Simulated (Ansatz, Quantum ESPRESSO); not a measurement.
# Nb2COF MXene, 1 layer in an electric field, part 3 of 6

How does Nb2COF MXene, 1 layer respond to a gate-like field without added charge?

Quantum ESPRESSO 7.5; plane-wave DFT, PBE, GBRV ultrasoft pseudopotentials; geometry and cross-check by Ansatz 0.2.0 with PAW datasets.

So far. Step 3 (Self-consistent run: no field): The run needed 17 iterations to bring the estimated error under 1e-09 Ry; the largest force on any atom, held or free, is 0.02 eV/Å. Step 4 (Potential by pp.x): The vacuum is flat to 0.1 meV/Å, so its level is well defined. Inside the slab the curve depends on the local part of the pseudopotentials; only the vacuum level has a meaning of its own.

**5. Bands along a path: no field**

A bands run reads the converged density and follows the path given under K_POINTS.

The input, f0.bands.in:

```
&control
  prefix = 'f0.bands'
  outdir = './out'
  pseudo_dir = './pseudo'
  calculation = 'bands'
  tefield = .true.
  dipfield = .true.
/
&system
  ibrav = 0
  nat = 5
  ntyp = 4
  ecutwfc = 40
  ecutrho = 200
  occupations = 'smearing'
  smearing = 'fd'
  degauss = 0.004
  edir = 3
  emaxpos = 0.97
  eopreg = 0.04
  eamp = 0.0
  nbnd = 27
/
&electrons
  conv_thr = 1e-07
  mixing_beta = 0.4
  electron_maxstep = 120
  mixing_mode = 'local-TF'
/
ATOMIC_SPECIES
  F   18.9984  f_pbe_v1.4.uspp.F.UPF
  Nb  92.9064  nb_pbe_v1.uspp.F.UPF
  C   12.0110  c_pbe_v1.2.uspp.F.UPF
  O   15.9990  o_pbe_v1.2.uspp.F.UPF
CELL_PARAMETERS angstrom
  3.14303685234012 -0.00000000000000 -0.00000000000000
  -1.57151842617006 2.72194975915722 -0.00000000000000
  -0.00000000000000 -0.00000000000000 21.54269237080000
ATOMIC_POSITIONS crystal
  F   0.333333333333 0.666666666667 0.379879162998
  Nb  0.666666666667 0.333333333333 0.445702865430
  C   0.000000000000 -0.000000000000 0.498652447475
  Nb  0.333333333333 0.666666666667 0.556713727214
  O   0.666666666667 0.333333333333 0.606307825083
K_POINTS crystal_b
4
  0.0000000000 0.0000000000 0.0000000000 14
  0.5000000000 0.0000000000 0.0000000000 14
  0.3333333333 0.3333333333 0.0000000000 14
  0.0000000000 0.0000000000 0.0000000000 1
```

Started as:

```sh
cp -r out/f0.save out/f0.bands.save
cp out/f0.xml out/f0.bands.xml
OMP_NUM_THREADS=1 mpirun -n 4 pw.x -nk 4 -in f0.bands.in > f0.bands.out
```

Log:

```text
[banner, memory and clock lines left out]
Program PWSCF v.7.5 starts

          URL

     Presently no symmetry can be used with electric field

     Atomic positions and unit cell read from directory:
     ./out/f0.bands.save/

     G-vector sticks info

     bravais-lattice index     =            0
     lattice parameter (alat)  =       5.9395  a.u.
     unit-cell volume          =    1243.7301 (a.u.)^3
     number of atoms/cell      =            5
     number of atomic types    =            4
     number of electrons       =        43.00
     number of Kohn-Sham states=           27
     kinetic-energy cutoff     =      40.0000  Ry
     charge density cutoff     =     200.0000  Ry
     Exchange-correlation= SLA  PW   PBE  PBE
                           (   1   4   3   4   0   0   0)

     celldm(1)=   5.939479  celldm(2)=   0.000000  celldm(3)=   0.000000
     celldm(4)=   0.000000  celldm(5)=   0.000000  celldm(6)=   0.000000

     crystal axes: (cart. coord. in units of alat)
               a(1) = (   1.000000  -0.000000  -0.000000 )
               a(2) = (  -0.500000   0.866025  -0.000000 )
               a(3) = (  -0.000000  -0.000000   6.854101 )

     reciprocal axes: (cart. coord. in units 2 pi/alat)
               b(1) = (  1.000000  0.577350  0.000000 )
               b(2) = (  0.000000  1.154701  0.000000 )
               b(3) = (  0.000000  0.000000  0.145898 )

     PseudoPot. # 1 for F  read from file:
     ./pseudo/f_pbe_v1.4.uspp.F.UPF
     Pseudo is Ultrasoft, Zval =  7.0
     Generated by new atomic code, or converted to UPF format
     Using radial grid of  799 points,  4 beta functions with:
                l(1) =   0
                l(2) =   0
                l(3) =   1
                l(4) =   1
     Q(r) pseudized with  8 coefficients,  rinner =    0.950   0.950   0.950

     PseudoPot. # 2 for Nb read from file:
     ./pseudo/nb_pbe_v1.uspp.F.UPF
     Pseudo is Ultrasoft + core correction, Zval = 13.0
     Generated by new atomic code, or converted to UPF format
     Using radial grid of  887 points,  6 beta functions with:
                l(1) =   0
                l(2) =   0
                l(3) =   1
                l(4) =   1
                l(5) =   2
                l(6) =   2
     Q(r) pseudized with  6 coefficients,  rinner =    1.000   1.000   1.000
                                                       1.000   1.000

     PseudoPot. # 3 for C  read from file:
     ./pseudo/c_pbe_v1.2.uspp.F.UPF
     Pseudo is Ultrasoft + core correction, Zval =  4.0
     Generated by new atomic code, or converted to UPF format
     Using radial grid of  721 points,  4 beta functions with:
                l(1) =   0
                l(2) =   0
                l(3) =   1
                l(4) =   1
     Q(r) pseudized with  8 coefficients,  rinner =    1.100   1.100   1.100

     PseudoPot. # 4 for O  read from file:
     ./pseudo/o_pbe_v1.2.uspp.F.UPF
     Pseudo is Ultrasoft + core correction, Zval =  6.0
     Generated by new atomic code, or converted to UPF format
     Using radial grid of  737 points,  5 beta functions with:
                l(1) =   0
                l(2) =   0
                l(3) =   1
                l(4) =   1
                l(5) =   2
     Q(r) pseudized with  8 coefficients,  rinner =    0.900   0.900   0.900
                                                       0.900   0.900

     atomic species   valence    mass     pseudopotential
     F                 7.00    18.99840     F ( 1.00)
     Nb               13.00    92.90640     Nb( 1.00)
     C                 4.00    12.01100     C ( 1.00)
     O                 6.00    15.99900     O ( 1.00)

     No symmetry found

   Cartesian axes

     site n.     atom                  positions (alat units)
         1        F      tau(   1) = (  -0.0000000   0.5773503   2.6037302  )
         2        Nb     tau(   2) = (   0.5000000   0.2886751   3.0548925  )
         3        C      tau(   3) = (   0.0000000  -0.0000000   3.4178143  )
         4        Nb     tau(   4) = (  -0.0000000   0.5773503   3.8157722  )
         5        O      tau(   5) = (   0.5000000   0.2886751   4.1556951  )

     number of k points=    43  Fermi-Dirac smearing, width (Ry)=  0.0040
                       cart. coord. in units 2pi/alat
        k(    1) = (   0.0000000   0.0000000   0.0000000), wk =   0.0465116
        k(    2) = (   0.0357143   0.0206197   0.0000000), wk =   0.0465116
        k(    3) = (   0.0714286   0.0412393   0.0000000), wk =   0.0465116
        k(    4) = (   0.1071429   0.0618590   0.0000000), wk =   0.0465116
        k(    5) = (   0.1428571   0.0824786   0.0000000), wk =   0.0465116
        k(    6) = (   0.1785714   0.1030983   0.0000000), wk =   0.0465116
        k(    7) = (   0.2142857   0.1237179   0.0000000), wk =   0.0465116
        k(    8) = (   0.2500000   0.1443376   0.0000000), wk =   0.0465116
        k(    9) = (   0.2857143   0.1649572   0.0000000), wk =   0.0465116
        k(   10) = (   0.3214286   0.1855769   0.0000000), wk =   0.0465116
        k(   11) = (   0.3571429   0.2061965   0.0000000), wk =   0.0465116
        k(   12) = (   0.3928571   0.2268162   0.0000000), wk =   0.0465116
        k(   13) = (   0.4285714   0.2474358   0.0000000), wk =   0.0465116
        k(   14) = (   0.4642857   0.2680555   0.0000000), wk =   0.0465116
        k(   15) = (   0.5000000   0.2886751   0.0000000), wk =   0.0465116
        k(   16) = (   0.4880952   0.3092948   0.0000000), wk =   0.0465116
        k(   17) = (   0.4761905   0.3299144   0.0000000), wk =   0.0465116
        k(   18) = (   0.4642857   0.3505341   0.0000000), wk =   0.0465116
        k(   19) = (   0.4523810   0.3711537   0.0000000), wk =   0.0465116
        k(   20) = (   0.4404762   0.3917734   0.0000000), wk =   0.0465116
        k(   21) = (   0.4285714   0.4123930   0.0000000), wk =   0.0465116
        k(   22) = (   0.4166667   0.4330127   0.0000000), wk =   0.0465116
        k(   23) = (   0.4047619   0.4536324   0.0000000), wk =   0.0465116
        k(   24) = (   0.3928571   0.4742520   0.0000000), wk =   0.0465116
        k(   25) = (   0.3809524   0.4948717   0.0000000), wk =   0.0465116
        k(   26) = (   0.3690476   0.5154913   0.0000000), wk =   0.0465116
        k(   27) = (   0.3571429   0.5361110   0.0000000), wk =   0.0465116
        k(   28) = (   0.3452381   0.5567306   0.0000000), wk =   0.0465116
        k(   29) = (   0.3333333   0.5773503   0.0000000), wk =   0.0465116
        k(   30) = (   0.3095238   0.5361110   0.0000000), wk =   0.0465116
        k(   31) = (   0.2857143   0.4948717   0.0000000), wk =   0.0465116
[...]
3.6809   3.7698   4.2795

          k = 0.4524 0.3712 0.0000 (  5334 PWs)   bands (ev):

   -54.9672 -54.7939 -31.6065 -31.4264 -31.0628 -31.0528 -30.8530 -30.8144
   -23.8765 -17.3881 -10.3325  -6.6872  -5.8241  -5.7228  -5.2736  -4.1923
    -3.7424  -3.3607  -3.2824  -2.2690  -0.5632   2.4057   2.5489   3.4051
     3.6260   3.7682   4.3340

          k = 0.4405 0.3918 0.0000 (  5344 PWs)   bands (ev):

   -54.9662 -54.7932 -31.5943 -31.4179 -31.0859 -31.0506 -30.8562 -30.8297
   -23.8745 -17.3809 -10.3328  -6.6423  -5.8028  -5.7506  -5.2323  -4.2178
    -3.7625  -3.4166  -3.2578  -2.2916  -0.4791   2.3190   2.4714   3.3169
     3.5834   3.7747   4.4053

          k = 0.4286 0.4124 0.0000 (  5348 PWs)   bands (ev):

   -54.9650 -54.7923 -31.5796 -31.4078 -31.1145 -31.0459 -30.8671 -30.8405
   -23.8723 -17.3731 -10.3331  -6.5919  -5.7824  -5.7730  -5.1906  -4.2421
    -3.8033  -3.4660  -3.2200  -2.3273  -0.3744   2.1612   2.4554   3.2144
     3.5448   3.7849   4.4904

          k = 0.4167 0.4330 0.0000 (  5356 PWs)   bands (ev):

   -54.9638 -54.7915 -31.5626 -31.3966 -31.1457 -31.0416 -30.8851 -30.8461
   -23.8700 -17.3649 -10.3333  -6.5382  -5.7983  -5.7581  -5.1461  -4.2652
    -3.8688  -3.4924  -3.1772  -2.3763  -0.2489   1.9970   2.4326   3.1130
     3.5084   3.7962   4.5883

          k = 0.4048 0.4536 0.0000 (  5360 PWs)   bands (ev):

   -54.9625 -54.7906 -31.5437 -31.3848 -31.1784 -31.0391 -30.9039 -30.8504
   -23.8676 -17.3570 -10.3333  -6.4833  -5.8195  -5.7409  -5.0953  -4.2885
    -3.9515  -3.4968  -3.1313  -2.4375  -0.1030   1.8373   2.3880   3.0230
     3.4743   3.8074   4.6981

          k = 0.3929 0.4743 0.0000 (  5360 PWs)   bands (ev):

   -54.9613 -54.7897 -31.5231 -31.3729 -31.2117 -31.0402 -30.9192 -30.8553
   -23.8655 -17.3495 -10.3329  -6.4291  -5.8422  -5.7284  -5.0357  -4.3154
    -4.0385  -3.4858  -3.0838  -2.5085   0.0616   1.6851   2.3168   2.9508
     3.4433   3.8185   4.8180

          k = 0.3810 0.4949 0.0000 (  5362 PWs)   bands (ev):

   -54.9601 -54.7889 -31.5012 -31.3618 -31.2442 -31.0461 -30.9280 -30.8610
   -23.8635 -17.3430 -10.3323  -6.3774  -5.8678  -5.7204  -4.9673  -4.3505
    -4.1173  -3.4646  -3.0358  -2.5861   0.2419   1.5423   2.2223   2.8972
     3.4158   3.8291   4.9443

          k = 0.3690 0.5155 0.0000 (  5362 PWs)   bands (ev):

   -54.9591 -54.7881 -31.4789 -31.3531 -31.2741 -31.0560 -30.9301 -30.8674
   -23.8619 -17.3378 -10.3313  -6.3303  -5.8964  -5.7156  -4.8928  -4.3979
    -4.1780  -3.4374  -2.9889  -2.6660   0.4317   1.4114   2.1136   2.8593
     3.3927   3.8387   5.0709

          k = 0.3571 0.5361 0.0000 (  5362 PWs)   bands (ev):

   -54.9583 -54.7876 -31.4575 -31.3492 -31.2983 -31.0667 -30.9273 -30.8742
   -23.8607 -17.3339 -10.3301  -6.2905  -5.9253  -5.7125  -4.8186  -4.4547
    -4.2177  -3.4086  -2.9444  -2.7425   0.6176   1.2975   2.0044   2.8336
     3.3748   3.8465   5.1872

          k = 0.3452 0.5567 0.0000 (  5370 PWs)   bands (ev):

   -54.9578 -54.7872 -31.4401 -31.3523 -31.3118 -31.0747 -30.9227 -30.8803
   -23.8599 -17.3315 -10.3291  -6.2628  -5.9486  -5.7105  -4.7567  -4.5069
    -4.2396  -3.3845  -2.9046  -2.8076   0.7684   1.2159   1.9134   2.8182
     3.3631   3.8518   5.2758

          k = 0.3333 0.5774 0.0000 (  5382 PWs)   bands (ev):

   -54.9576 -54.7871 -31.4330 -31.3557 -31.3153 -31.0776 -30.9202 -30.8831
   -23.8596 -17.3307 -10.3286  -6.2528  -5.9579  -5.7098  -4.7304  -4.5297
    -4.2469  -3.3742  -2.8818  -2.8408   0.8263   1.1916   1.8732   2.8130
     3.3590   3.8537   5.3108

          k = 0.3095 0.5361 0.0000 (  5372 PWs)   bands (ev):

   -54.9585 -54.7877 -31.4517 -31.3531 -31.2974 -31.0665 -30.9306 -30.8721
   -23.8607 -17.3337 -10.3319  -6.2852  -5.9221  -5.7143  -4.7960  -4.4817
    -4.2155  -3.4247  -2.8909  -2.7851   0.7113   1.1325   2.0622   2.8362
     3.3786   3.8453   5.1762

          k = 0.2857 0.4949 0.0000 (  5366 PWs)   bands (ev):

   -54.9612 -54.7896 -31.4743 -31.3619 -31.2518 -31.0407 -30.9479 -30.8518
   -23.8639 -17.3424 -10.3455  -6.3379  -5.8455  -5.7315  -4.8777  -4.4416
    -4.1310  -3.5492  -2.8753  -2.6991   0.5495   0.9387   2.4079   2.9126
     3.4484   3.8200   4.8788

          k = 0.2619 0.4536 0.0000 (  5354 PWs)   bands (ev):

   -54.9660 -54.7930 -31.4817 -31.3672 -31.2037 -31.0190 -30.9508 -30.8313
   -23.8692 -17.3557 -10.3748  -6.3632  -5.7999  -5.7267  -4.9180  -4.4268
    -4.0321  -3.6926  -2.8880  -2.5927   0.4153   0.7178   2.6435   3.0216
     3.5848   3.7809   4.5138

          k = 0.2381 0.4124 0.0000 (  5328 PWs)   bands (ev):

   -54.9729 -54.7979 -31.4702 -31.3616 -31.1658 -31.0122 -30.9247 -30.8130
   -23.8764 -17.3733 -10.4225  -6.3427  -5.8480  -5.6501  -4.9080  -4.4290
    -3.9559  -3.8124  -2.9247  -2.4887   0.3200   0.5065   2.7583   3.0641
     3.6942   3.7681   4.1212

          k = 0.2143 0.3712 0.0000 (  5302 PWs)   bands (ev):

   -54.9817 -54.8042 -31.4410 -31.3458 -31.1443 -30.9969 -30.8870 -30.7971
   -23.8854 -17.3953 -10.4868  -6.2777  -5.9087  -5.5837  -4.8570  -4.4510
    -3.9872  -3.8130  -2.9624  -2.3955   0.2605   0.3203   2.8173   2.9968
     3.5348   3.7105   3.9378

          k = 0.1905 0.3299 0.0000 (  5304 PWs)   bands (ev):

   -54.9921 -54.8116 -31.4023 -31.3238 -31.1265 -30.9663 -30.8512 -30.7822
   -23.8962 -17.4222 -10.5622  -6.1871  -5.9600  -5.5436  -4.7843  -4.4949
    -4.0603  -3.7480  -2.9761  -2.3091   0.1574   0.2431   2.7658   2.8566
     3.1843   3.6385   3.9220

          k = 0.1667 0.2887 0.0000 (  5306 PWs)   bands (ev):

   -55.0036 -54.8199 -31.3808 -31.2842 -31.0909 -30.9298 -30.8242 -30.7644
   -23.9085 -17.4547 -10.6414  -6.1183  -5.9773  -5.5257  -4.7104  -4.5562
    -4.1168  -3.6683  -2.9412  -2.2260   0.0430   0.2466   2.3627   2.8283
     2.9889   3.5918   3.8472

          k = 0.1429 0.2474 0.0000 (  5296 PWs)   bands (ev):

   -55.0155 -54.8286 -31.3913 -31.2174 -31.0339 -30.8940 -30.8087 -30.7415
   -23.9221 -17.4929 -10.7175  -6.1386  -5.9220  -5.5178  -4.6754  -4.5954
    -4.1797  -3.5481  -2.8441  -2.1530  -0.0254   0.2763   1.9136   2.7393
     2.9144   3.5433   3.7326

          k = 0.1190 0.2062 0.0000 (  5278 PWs)   bands (ev):

   -55.0272 -54.8371 -31.4162 -31.1392 -30.9665 -30.8621 -30.7985 -30.7174
   -23.9366 -17.5360 -10.7856  -6.2100  -5.8439  -5.5141  -4.7208  -4.5661
    -4.2638  -3.3643  -2.6925  -2.1052  -0.0457   0.3225   1.5262   2.6285
     2.8678   3.4658   3.6086

          k = 0.0952 0.1650 0.0000 (  5276 PWs)   bands (ev):

   -55.0379 -54.8450 -31.4441 -31.0610 -30.9040 -30.8385 -30.7811 -30.6961
   -23.9509 -17.5810 -10.8429  -6.2986  -5.7692  -5.5162  -4.7578  -4.5584
    -4.3528  -3.1218  -2.5113  -2.0936  -0.0251   0.3618   1.2462   2.5320
     2.8045   3.3507   3.4976

          k = 0.0714 0.1237 0.0000 (  5264 PWs)   bands (ev):

   -55.0470 -54.8517 -31.4694 -30.9908 -30.8599 -30.8280 -30.7452 -30.6796
   -23.9641 -17.6239 -10.8882  -6.3870  -5.6999  -5.5254  -4.7730  -4.5807
    -4.4286  -2.8520  -2.3340  -2.1133   0.0245   0.3582   1.0924   2.4664
     2.7151   3.2467   3.4094

          k = 0.0476 0.0825 0.0000 (  5250 PWs)   bands (ev):

   -55.0540 -54.8569 -31.4893 -30.9359 -30.8347 -30.8240 -30.7029 -30.6683
   -23.9748 -17.6597 -10.9212  -6.4611  -5.6347  -5.5392  -4.8025  -4.5842
    -4.4872  -2.6156  -2.1920  -2.1326   0.0939   0.3013   1.0341   2.4471
     2.6140   3.1993   3.3466

          k = 0.0238 0.0412 0.0000 (  5244 PWs)   bands (ev):

   -55.0584 -54.8601 -31.5018 -30.9021 -30.8222 -30.8206 -30.6715 -30.6621
   -23.9818 -17.6835 -10.9413  -6.5103  -5.5800  -5.5516  -4.8552  -4.5556
    -4.5256  -2.4910  -2.1064  -2.1025   0.1654   0.2303   1.0098   2.4746
     2.5321   3.1562   3.3044

          k = 0.0000 0.0000 0.0000 (  5259 PWs)   bands (ev):

   -55.0598 -54.8612 -31.5061 -30.8912 -30.8186 -30.8186 -30.6602 -30.6602
   -23.9843 -17.6918 -10.9480  -6.5276  -5.5567  -5.5567  -4.8820  -4.5391
    -4.5391  -2.4666  -2.0741  -2.0741   0.1983   0.1983   0.9993   2.5004
     2.5004   3.1085   3.3015

     XML data file, pseudopotentials, collected wavefunctions

                                        0.00s GPU  (     449 calls)
[key lines of the parts left out:]
Dipole field         -0.0010 Ry au,
```

The job ended after 23 s (4 MPI ranks of Arm Neoverse V1, shared host; peak memory 0.33 GiB; 90 s of CPU time).

Band numbers count within the set of bands kept for display. The electronic bands at the labelled points (eV, zero at the Fermi level; # counts the bands kept):

```csv
point,#7,#8,#9,#10,#11,#12,#13,#14
Γ,-3.52,-3.13,-3.13,-0.85,-0.85,-0.05,1.45,1.45
M,-4.43,-4.21,-3.31,-1.76,1.34,1.97,2.34,2.75
K,-4.43,-3.93,-3.89,-0.22,0.14,0.82,1.76,2.31
Γ,-3.52,-3.13,-3.13,-0.85,-0.85,-0.05,1.45,1.45
```

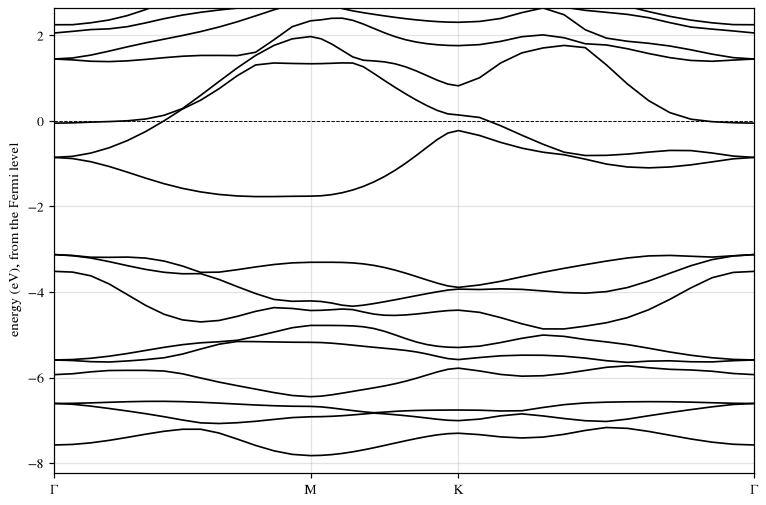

Electronic bands along the path.

**6. SCF with pw.x: field 0.1 V/Å**

eamp is the field in Hartree atomic units (1 a.u. = 51.42 V/Å). With dipfield on, it is the field in the vacuum beside an isolated sheet. The run starts from the density of the one before.

The input, f1.in:

```
&control
  prefix = 'f1'
  outdir = './out'
  pseudo_dir = './pseudo'
  calculation = 'scf'
  tprnfor = .true.
  tefield = .true.
  dipfield = .true.
/
&system
  ibrav = 0
  nat = 5
  ntyp = 4
  ecutwfc = 40
  ecutrho = 200
  occupations = 'smearing'
  smearing = 'fd'
  degauss = 0.004
  edir = 3
  emaxpos = 0.97
  eopreg = 0.04
  eamp = 0.00194469
/
&electrons
  conv_thr = 1e-09
  mixing_beta = 0.4
  electron_maxstep = 120
  mixing_mode = 'plain'
  startingpot = 'file'
/
ATOMIC_SPECIES
  F   18.9984  f_pbe_v1.4.uspp.F.UPF
  Nb  92.9064  nb_pbe_v1.uspp.F.UPF
  C   12.0110  c_pbe_v1.2.uspp.F.UPF
  O   15.9990  o_pbe_v1.2.uspp.F.UPF
CELL_PARAMETERS angstrom
  3.14303685234012 -0.00000000000000 -0.00000000000000
  -1.57151842617006 2.72194975915722 -0.00000000000000
  -0.00000000000000 -0.00000000000000 21.54269237080000
ATOMIC_POSITIONS crystal
  F   0.333333333333 0.666666666667 0.379879162998
  Nb  0.666666666667 0.333333333333 0.445702865430
  C   0.000000000000 -0.000000000000 0.498652447475
  Nb  0.333333333333 0.666666666667 0.556713727214
  O   0.666666666667 0.333333333333 0.606307825083
K_POINTS automatic
  12 12 1 0 0 0
```

Started as:

```sh
cp -r out/f0.save out/f1.save
OMP_NUM_THREADS=1 mpirun -n 4 pw.x -nk 4 -in f1.in > f1.out
```

Log:

```text
[banner, memory and clock lines left out]
Program PWSCF v.7.5 starts
[...]
number of electrons       =        43.00
     number of Kohn-Sham states=           26
     kinetic-energy cutoff     =      40.0000  Ry
     charge density cutoff     =     200.0000  Ry
[...]
number of k points=    74  Fermi-Dirac smearing, width (Ry)=  0.0040
[...]
Dense  grid:    59505 G-vectors     FFT dimensions: (  27,  27, 192)
[...]
The initial density is read from file :
[...]
negative rho (up, down):  3.796E-03 0.000E+00
[...]
Starting wfcs are   38 randomized atomic wfcs
[...]
negative rho (up, down):  3.799E-03 0.000E+00
[...]
estimated scf accuracy    <       0.03000967 Ry
[...]
negative rho (up, down):  3.804E-03 0.000E+00
[...]
estimated scf accuracy    <       1.73746500 Ry
[...]
negative rho (up, down):  3.797E-03 0.000E+00
[...]
estimated scf accuracy    <       0.00035113 Ry
[...]
negative rho (up, down):  3.796E-03 0.000E+00
[...]
estimated scf accuracy    <       0.00001050 Ry
[...]
negative rho (up, down):  3.796E-03 0.000E+00
[...]
estimated scf accuracy    <       0.00000178 Ry
[...]
negative rho (up, down):  3.797E-03 0.000E+00
[...]
estimated scf accuracy    <       0.00000029 Ry
[...]
negative rho (up, down):  3.797E-03 0.000E+00
[...]
estimated scf accuracy    <       0.00000007 Ry
[...]
negative rho (up, down):  3.797E-03 0.000E+00
[...]
estimated scf accuracy    <       0.00000002 Ry
[...]
negative rho (up, down):  3.797E-03 0.000E+00
[...]
estimated scf accuracy    <          8.6E-09 Ry
[...]
negative rho (up, down):  3.798E-03 0.000E+00
[...]
Computed dipole along edir(3) :
        Dipole               -0.0473 Ry au,         -0.1202 Debye
        Dipole field         -0.0005 Ry au,
        E field amplitude [Ha a.u.]:  1.9447E-03
        Potential amp.        0.1894 Ry
        Total length         39.0814 bohr
[...]
the Fermi energy is     1.0689 ev
!    total energy              =    -328.58817477 Ry
     estimated scf accuracy    <          4.0E-10 Ry
     smearing contrib. (-TS)   =      -0.00110779 Ry
     internal energy E=F+TS    =    -328.58706698 Ry
[...]
one-electron contribution =   -2786.22047288 Ry
     hartree contribution      =    1396.35652941 Ry
     xc contribution           =     -57.19371686 Ry
     ewald contribution        =    1118.47038679 Ry
     electric field correction =       0.00020655 Ry
     convergence has been achieved in  10 iterations
     negative rho (up, down):  3.798E-03 0.000E+00
[...]
Total force =     0.002363     Total SCF correction =     0.000100
[...]
```

Elapsed: 65 s, on 4 MPI ranks; peak memory 0.72 GiB; 4.4 min of CPU time.

Numbers from this step:

* free energy: -4470.6699 eV
* energy at zero smearing: -4470.6623 eV
* Fermi energy: 1.069 eV
* dipole along the normal: -0.02502 e·Å

The dipole goes from -0.0512 to -0.0250 e Å, 0.2613 e Å per V/Å.

**7. Potential by pp.x**

The input, f1.pot.in:

```
&inputpp
  prefix = 'f1'
  outdir = './out'
  filplot = 'f1.pot.dat'
  plot_num = 11
/
```

Started as:

```sh
OMP_NUM_THREADS=1 mpirun -n 4 pp.x -in f1.pot.in > f1.pot.out
```

The job ended after 1 s (4 MPI ranks; peak memory 0.1 GiB; 3.9 s of CPU time).

Numbers from this step:

| Item | Value |
| --- | --- |
| slope of the potential above | 0.1000 eV/Å |
| upper vacuum line continued to the top atoms, over the Fermi level | 5.857 eV |
| slope of the potential below | 0.09999 eV/Å |
| lower vacuum line continued to the bottom atoms, over the Fermi level | 4.840 eV |

The slope in the vacuum is 0.100 eV/Å for an applied 0.10 V/Å, as it should be.

(Part 3 of 6 ends here.)

[Logs are printed without paths, hosts, clocks, repeated set-up lines and the standing remarks that a program may print on its own settings, such as how far it seeks lower states.]

[Hosts, paths, dates, database ids (printed as entryN), source tags and the programs' standing remarks are cut or masked in the printed files.]

[Maps of the electrostatic potential energy from Ansatz leave out the sawtooth potential of an applied field or a dipole correction, so their vacuum need not be flat; planar profiles and work functions include it.]
